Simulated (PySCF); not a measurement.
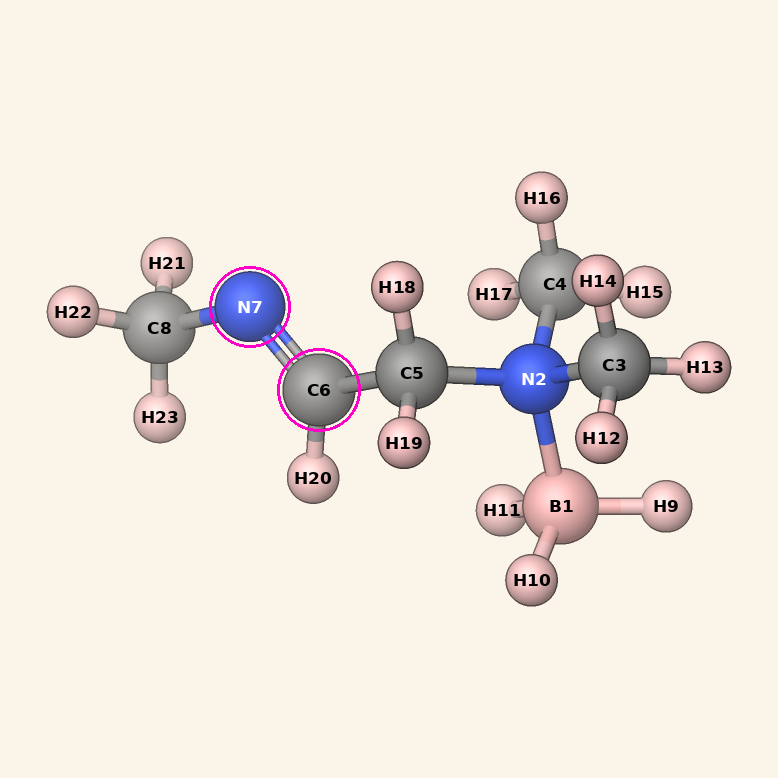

Distant atoms are faded towards the background colour. Circles mark the stereogenic atoms. The computed structure is the end point of a PBE0-D3(BJ)/def2-SVP optimisation. No frequency run is at hand to confirm it as a minimum.

What are the Cahn–Ingold–Prelog descriptors?

C6=N7: E.

Give a SMILES with the stereochemistry.

[BH3-][N+](C)(C)C/C=N/C
